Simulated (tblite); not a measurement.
# Saddle-point search of C$_{6}$H$_{15}$N

System: C$_{6}$H$_{15}$N, SMILES CCC(CC)CN.
Method: GFN2-xTB saddle search (eigenvector following) and harmonic vibrations, gas phase (tblite 0.8.0).

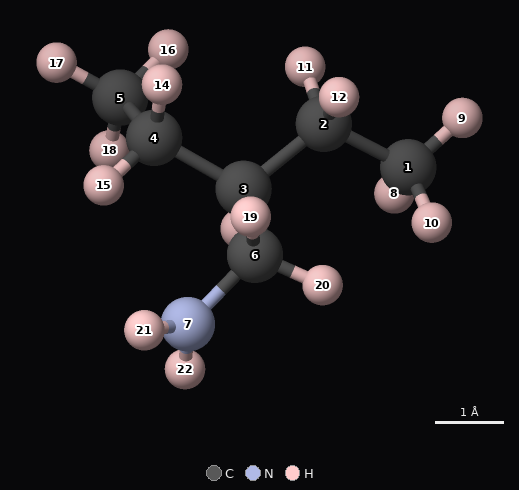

**Figure 1.** The input geometry (ball-and-stick view, seen at a tilt; atoms are numbered from 1 in the order of the input). Bond lengths as drawn: C–C 1.52 to 1.55 Å, C–H 1.09 to 1.10 Å, C–N 1.43 Å and H–N 1.00 Å.

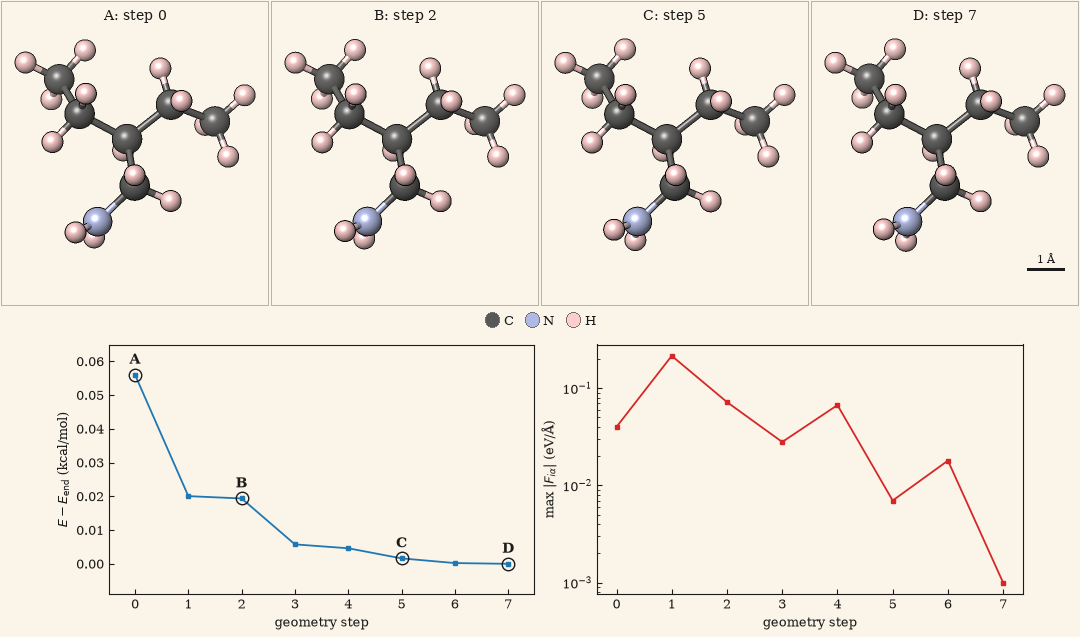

**Figure 2.** Frames of the saddle-point search (ball-and-stick view, seen at a tilt) above the curves, on which the letters mark them (steps are counted from 0).

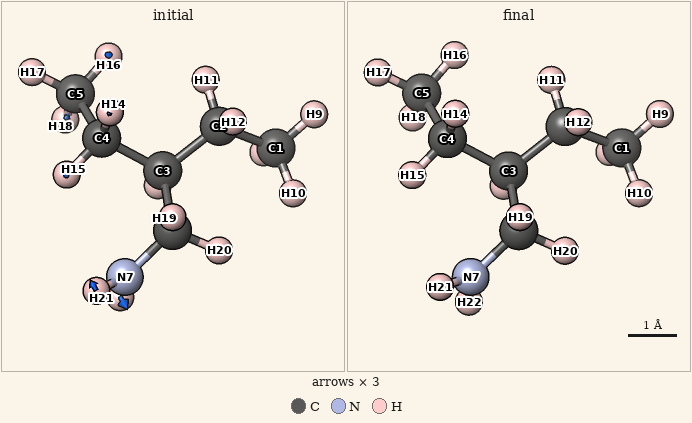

**Figure 3.** Before (left) and after (right) the saddle-point search, at one scale (ball-and-stick view, seen at a tilt). The blue arrows give the displacements, magnified 3 times. The largest move after the best rigid fit is that of H22, 0.13 Å. Largest moves by element: H 0.13 Å, C 0.02 Å, N 0.01 Å. Over 7 geometry steps the energy falls by 0.06 kcal/mol. The largest force component goes from 0.04 to 0.001 eV/Å. (Atoms are counted from 1 in the order of the input.)

The input and output of the run follow.

### The input
```
{"job": {"xc": "GFN2-xTB", "basis": "xTB", "kind": "saddle"}, "charge": 0, "multiplicity": 1}
C     -2.284385    -0.963574    -0.527944
C     -1.035637    -0.950241     0.347034
C     -0.012073     0.111885    -0.072687
C      1.378887    -0.188709     0.497432
C      2.113541    -1.291515    -0.255080
C     -0.456695     1.523306     0.374446
N      0.374833     2.569069    -0.139761
H     -2.017118    -1.141197    -1.567580
H     -2.962281    -1.753400    -0.210802
H     -2.816398    -0.017757    -0.468049
H     -0.569368    -1.935824     0.290568
H     -1.321460    -0.784030     1.388612
H      0.059166     0.114456    -1.166155
H      1.284556    -0.460617     1.551516
H      1.970909     0.727257     0.439430
H      1.561819    -2.228163    -0.223557
H      3.094175    -1.462478     0.183747
H      2.249374    -1.011110    -1.297499
H     -0.428685     1.568721     1.465561
H     -1.498502     1.681453     0.057969
H      0.903420     3.165754     0.457378
H      0.411922     2.726715    -1.124580
```

The first line tells a small driver script what to run in tblite; the rest is the geometry in Å.

Launched with:
```bash
OMP_NUM_THREADS=1 python <driver script> task.json out
```

### What the program printed
```
step      E/eV     max force
  0    -636.79474   0.0470
  1    -636.79630   0.2181
  2    -636.79633   0.0741
  3    -636.79692   0.0281
  4    -636.79697   0.0682
  5    -636.79710   0.0073
  6    -636.79716   0.0184
  7    -636.79717   0.0014
lowest wavenumbers (cm-1): -767.0 60.1 87.3 94.5 164.3 195.2
```

### Trajectory as extended XYZ (Å, eV, eV/Å), 8 frames, from step=0 to step=7
```
22
Properties=species:S:1:pos:R:3:forces:R:3 step=0 energy=-636.79474
C    -2.2844   -0.9636   -0.5279    0.0000   0.0050  -0.0010
C    -1.0356   -0.9502    0.3470    0.0040   0.0100  -0.0030
C    -0.0121    0.1119   -0.0727    0.0000   0.0080  -0.0020
C     1.3789   -0.1887    0.4974    0.0010   0.0040  -0.0030
C     2.1135   -1.2915   -0.2551    0.0010   0.0000  -0.0020
C    -0.4567    1.5233    0.3744   -0.0170   0.0030   0.0000
N     0.3748    2.5691   -0.1398    0.0240  -0.0400  -0.0060
H    -2.0171   -1.1412   -1.5676    0.0000   0.0030   0.0000
H    -2.9623   -1.7534   -0.2108    0.0090   0.0020   0.0090
H    -2.8164   -0.0178   -0.4680   -0.0080   0.0010  -0.0050
H    -0.5694   -1.9358    0.2906    0.0080   0.0090  -0.0010
H    -1.3215   -0.7840    1.3886    0.0060   0.0200  -0.0020
H     0.0592    0.1145   -1.1662    0.0030   0.0170  -0.0030
H     1.2846   -0.4606    1.5515   -0.0030  -0.0010  -0.0040
H     1.9709    0.7273    0.4394    0.0110  -0.0010   0.0040
H     1.5618   -2.2282   -0.2236    0.0010   0.0000   0.0040
H     3.0942   -1.4625    0.1837    0.0000   0.0030   0.0020
H     2.2494   -1.0111   -1.2975    0.0040  -0.0070  -0.0040
H    -0.4287    1.5687    1.4656   -0.0130   0.0160  -0.0040
H    -1.4985    1.6815    0.0580   -0.0200  -0.0230   0.0130
H     0.9034    3.1658    0.4574   -0.0050  -0.0380   0.0100
H     0.4119    2.7267   -1.1246   -0.0070   0.0070  -0.0010
22
Properties=species:S:1:pos:R:3:forces:R:3 step=1 energy=-636.79630
C    -2.2814   -0.9671   -0.5310    0.0000   0.0010   0.0000
C    -1.0316   -0.9471    0.3422    0.0000   0.0010   0.0000
C    -0.0103    0.1142   -0.0815    0.0000   0.0050   0.0000
C     1.3819   -0.1830    0.4873    0.0030  -0.0010   0.0000
C     2.1107   -1.3024   -0.2468   -0.0030  -0.0040  -0.0060
C    -0.4606    1.5230    0.3695   -0.0030   0.0040   0.0020
N     0.3770    2.5708   -0.1280    0.0530   0.0800  -0.1310
H    -2.0154   -1.1506   -1.5700    0.0000   0.0010   0.0010
H    -2.9562   -1.7566   -0.2067    0.0020   0.0010   0.0010
H    -2.8164   -0.0225   -0.4767   -0.0010   0.0000  -0.0010
H    -0.5644   -1.9323    0.2916    0.0010   0.0020   0.0000
H    -1.3162   -0.7727    1.3829    0.0010   0.0030  -0.0010
H     0.0603    0.1207   -1.1749    0.0000   0.0030   0.0000
H     1.2899   -0.4363    1.5464    0.0010   0.0010  -0.0060
H     1.9785    0.7289    0.4115    0.0000  -0.0060   0.0010
H     1.5642   -2.2409   -0.1828    0.0080   0.0150   0.0000
H     3.0977   -1.4569    0.1844   -0.0050   0.0000  -0.0040
H     2.2323   -1.0497   -1.2986   -0.0010  -0.0050   0.0150
H    -0.4470    1.5623    1.4614   -0.0050  -0.0010   0.0020
H    -1.4980    1.6821    0.0425    0.0000  -0.0040   0.0040
H     0.9540    3.1130    0.4803   -0.0710  -0.0650  -0.0900
H     0.3511    2.8031   -1.1031    0.0190  -0.0310   0.2150
22
Properties=species:S:1:pos:R:3:forces:R:3 step=2 energy=-636.79633
C    -2.2821   -0.9688   -0.5289    0.0000   0.0020  -0.0010
C    -1.0338   -0.9464    0.3464    0.0010   0.0030  -0.0010
C    -0.0122    0.1145   -0.0783    0.0000   0.0020   0.0000
C     1.3803   -0.1842    0.4891    0.0000   0.0020  -0.0010
C     2.1104   -1.2961   -0.2545    0.0010   0.0010   0.0000
C    -0.4609    1.5238    0.3708   -0.0050   0.0020   0.0000
N     0.3802    2.5686   -0.1279   -0.0060  -0.0450   0.0420
H    -2.0146   -1.1576   -1.5665    0.0000   0.0020   0.0010
H    -2.9589   -1.7557   -0.2023    0.0030   0.0010   0.0020
H    -2.8154   -0.0229   -0.4798   -0.0020  -0.0010  -0.0020
H    -0.5658   -1.9315    0.2987    0.0020   0.0040  -0.0010
H    -1.3203   -0.7705    1.3863    0.0020   0.0060  -0.0010
H     0.0571    0.1195   -1.1718    0.0010   0.0050  -0.0010
H     1.2884   -0.4464    1.5458   -0.0010   0.0000   0.0000
H     1.9752    0.7292    0.4211    0.0040   0.0010   0.0010
H     1.5615   -2.2335   -0.2042   -0.0010  -0.0020   0.0020
H     3.0951   -1.4581    0.1786    0.0010   0.0010   0.0020
H     2.2371   -1.0314   -1.3021    0.0010  -0.0020  -0.0030
H    -0.4477    1.5650    1.4625   -0.0030   0.0070  -0.0050
H    -1.4987    1.6836    0.0428   -0.0060  -0.0070   0.0050
H     0.9234    3.1393    0.4798    0.0180   0.0040   0.0320
H     0.4016    2.7596   -1.1056   -0.0090   0.0150  -0.0720
22
Properties=species:S:1:pos:R:3:forces:R:3 step=3 energy=-636.79692
C    -2.2806   -0.9716   -0.5301    0.0000   0.0010  -0.0010
C    -1.0330   -0.9452    0.3461    0.0010   0.0010  -0.0010
C    -0.0120    0.1150   -0.0810    0.0000   0.0020   0.0000
C     1.3810   -0.1824    0.4858    0.0000   0.0010   0.0000
C     2.1091   -1.2993   -0.2526    0.0000   0.0000   0.0000
C    -0.4618    1.5242    0.3686   -0.0030   0.0020   0.0010
N     0.3818    2.5700   -0.1232    0.0140   0.0040  -0.0160
H    -2.0123   -1.1660   -1.5665    0.0000   0.0020   0.0020
H    -2.9576   -1.7566   -0.1997    0.0020   0.0010   0.0010
H    -2.8138   -0.0253   -0.4866   -0.0010  -0.0010  -0.0010
H    -0.5645   -1.9301    0.3025    0.0010   0.0020  -0.0010
H    -1.3205   -0.7652    1.3850    0.0010   0.0030  -0.0010
H     0.0568    0.1201   -1.1745    0.0010   0.0030   0.0000
H     1.2904   -0.4388    1.5441    0.0000   0.0000  -0.0010
H     1.9771    0.7298    0.4119    0.0020  -0.0010   0.0010
H     1.5615   -2.2370   -0.1928    0.0010   0.0010   0.0010
H     3.0957   -1.4568    0.1778    0.0000   0.0010   0.0000
H     2.2312   -1.0425   -1.3029    0.0010  -0.0020   0.0010
H    -0.4546    1.5628    1.4605   -0.0020   0.0020  -0.0020
H    -1.4973    1.6854    0.0356   -0.0020  -0.0040   0.0030
H     0.9448    3.1185    0.4888   -0.0120  -0.0170  -0.0140
H     0.3785    2.7911   -1.0968   -0.0020  -0.0010   0.0280
22
Properties=species:S:1:pos:R:3:forces:R:3 step=4 energy=-636.79697
C    -2.2791   -0.9682   -0.5338    0.0010  -0.0010   0.0020
C    -1.0282   -0.9462    0.3377    0.0000   0.0020   0.0000
C    -0.0093    0.1168   -0.0866    0.0000   0.0020   0.0010
C     1.3846   -0.1777    0.4789    0.0050  -0.0040   0.0010
C     2.1067   -1.3112   -0.2409   -0.0050  -0.0100  -0.0130
C    -0.4629    1.5233    0.3692    0.0000  -0.0030  -0.0040
N     0.3762    2.5743   -0.1184    0.0110   0.0170  -0.0520
H    -2.0143   -1.1519   -1.5727    0.0010  -0.0010  -0.0070
H    -2.9520   -1.7586   -0.2079   -0.0020  -0.0030   0.0020
H    -2.8158   -0.0248   -0.4793   -0.0030   0.0060   0.0010
H    -0.5598   -1.9305    0.2864    0.0020  -0.0030   0.0000
H    -1.3117   -0.7721    1.3786   -0.0010   0.0010   0.0040
H     0.0593    0.1263   -1.1801    0.0000   0.0000   0.0010
H     1.2972   -0.4143    1.5425    0.0020   0.0010  -0.0130
H     1.9842    0.7309    0.3857   -0.0050  -0.0120   0.0020
H     1.5654   -2.2511   -0.1469    0.0190   0.0340  -0.0040
H     3.1006   -1.4515    0.1798   -0.0130  -0.0010  -0.0100
H     2.2120   -1.0826   -1.3005   -0.0020  -0.0070   0.0370
H    -0.4563    1.5563    1.4614    0.0000   0.0000   0.0040
H    -1.4981    1.6834    0.0373   -0.0050  -0.0010  -0.0010
H     0.9611    3.0995    0.4934   -0.0110  -0.0070  -0.0170
H     0.3404    2.8299   -1.0838    0.0050  -0.0120   0.0670
22
Properties=species:S:1:pos:R:3:forces:R:3 step=5 energy=-636.79710
C    -2.2821   -0.9683   -0.5293    0.0000   0.0000   0.0010
C    -1.0303   -0.9467    0.3411    0.0000   0.0010   0.0000
C    -0.0106    0.1151   -0.0845    0.0000   0.0000   0.0000
C     1.3823   -0.1803    0.4833   -0.0010   0.0000   0.0000
C     2.1096   -1.3035   -0.2461    0.0010   0.0030   0.0020
C    -0.4630    1.5231    0.3664   -0.0010   0.0010   0.0010
N     0.3801    2.5705   -0.1225    0.0050  -0.0040   0.0020
H    -2.0183   -1.1519   -1.5687    0.0000   0.0000  -0.0010
H    -2.9548   -1.7587   -0.2029    0.0000   0.0000   0.0000
H    -2.8184   -0.0246   -0.4740   -0.0010   0.0010   0.0000
H    -0.5624   -1.9314    0.2900    0.0010   0.0000   0.0000
H    -1.3128   -0.7718    1.3822    0.0000   0.0010   0.0000
H     0.0591    0.1216   -1.1780    0.0000   0.0010   0.0000
H     1.2918   -0.4286    1.5435   -0.0010  -0.0010   0.0020
H     1.9794    0.7305    0.4024    0.0010   0.0020   0.0010
H     1.5648   -2.2417   -0.1740   -0.0040  -0.0060   0.0010
H     3.0982   -1.4543    0.1821    0.0030   0.0010   0.0020
H     2.2272   -1.0580   -1.2993    0.0010   0.0010  -0.0070
H    -0.4584    1.5599    1.4585   -0.0010   0.0010  -0.0020
H    -1.4977    1.6838    0.0317    0.0010  -0.0010   0.0010
H     0.9525    3.1081    0.4899   -0.0040  -0.0050  -0.0030
H     0.3637    2.8071   -1.0917   -0.0020   0.0040  -0.0010
22
Properties=species:S:1:pos:R:3:forces:R:3 step=6 energy=-636.79716
C    -2.2813   -0.9676   -0.5308    0.0000   0.0000   0.0000
C    -1.0302   -0.9466    0.3405    0.0000   0.0000   0.0000
C    -0.0099    0.1148   -0.0844    0.0000   0.0000   0.0000
C     1.3825   -0.1811    0.4844    0.0000   0.0000   0.0000
C     2.1101   -1.3048   -0.2441    0.0000   0.0000   0.0000
C    -0.4622    1.5229    0.3669    0.0000   0.0000   0.0000
N     0.3776    2.5711   -0.1258    0.0040   0.0080  -0.0100
H    -2.0168   -1.1510   -1.5701    0.0000   0.0000   0.0000
H    -2.9545   -1.7579   -0.2051    0.0000   0.0000   0.0000
H    -2.8176   -0.0238   -0.4758    0.0000   0.0000   0.0000
H    -0.5627   -1.9316    0.2898    0.0000   0.0000   0.0000
H    -1.3134   -0.7714    1.3814    0.0000   0.0000   0.0000
H     0.0606    0.1218   -1.1778    0.0000   0.0000   0.0000
H     1.2911   -0.4291    1.5447    0.0000   0.0000   0.0000
H     1.9804    0.7293    0.4037    0.0000   0.0000   0.0000
H     1.5655   -2.2432   -0.1711    0.0000   0.0000   0.0000
H     3.0987   -1.4548    0.1846    0.0000   0.0000   0.0000
H     2.2279   -1.0601   -1.2976    0.0000   0.0000   0.0000
H    -0.4545    1.5600    1.4591    0.0000   0.0000   0.0000
H    -1.4975    1.6828    0.0354    0.0000   0.0000   0.0000
H     0.9667    3.0956    0.4823   -0.0060  -0.0050  -0.0080
H     0.3395    2.8247   -1.0904    0.0020  -0.0030   0.0180
22
Properties=species:S:1:pos:R:3:forces:R:3 step=7 energy=-636.79717
C    -2.2814   -0.9675   -0.5308    0.0000   0.0000   0.0000
C    -1.0303   -0.9467    0.3405    0.0000   0.0000   0.0000
C    -0.0099    0.1148   -0.0843    0.0000   0.0000   0.0000
C     1.3825   -0.1812    0.4846    0.0000   0.0000   0.0000
C     2.1102   -1.3047   -0.2442    0.0000   0.0000   0.0000
C    -0.4622    1.5229    0.3670    0.0000   0.0000   0.0000
N     0.3775    2.5710   -0.1259    0.0000  -0.0010   0.0010
H    -2.0169   -1.1507   -1.5701    0.0000   0.0000   0.0000
H    -2.9545   -1.7579   -0.2052    0.0000   0.0000   0.0000
H    -2.8176   -0.0237   -0.4756    0.0000   0.0000   0.0000
H    -0.5627   -1.9316    0.2897    0.0000   0.0000   0.0000
H    -1.3134   -0.7715    1.3815    0.0000   0.0000   0.0000
H     0.0606    0.1219   -1.1777    0.0000   0.0000   0.0000
H     1.2910   -0.4294    1.5447    0.0000   0.0000   0.0000
H     1.9803    0.7293    0.4040    0.0000   0.0000   0.0000
H     1.5655   -2.2431   -0.1714    0.0000   0.0000   0.0000
H     3.0987   -1.4548    0.1846    0.0000   0.0000   0.0000
H     2.2280   -1.0597   -1.2977    0.0000   0.0000   0.0000
H    -0.4544    1.5601    1.4592    0.0000   0.0000   0.0000
H    -1.4976    1.6828    0.0356    0.0000   0.0000   0.0000
H     0.9658    3.0963    0.4819    0.0000   0.0000   0.0000
H     0.3406    2.8235   -1.0905    0.0000   0.0000  -0.0010
```

### Results in brief

| quantity | value |
| --- | --- |
| outcome | converged |
| total energy | −636.7972 eV |
| point group | C1 |
| hardware | 1 CPU thread, shared host |
| wall time | 3.8 s |
| peak memory | 0.2 GiB |
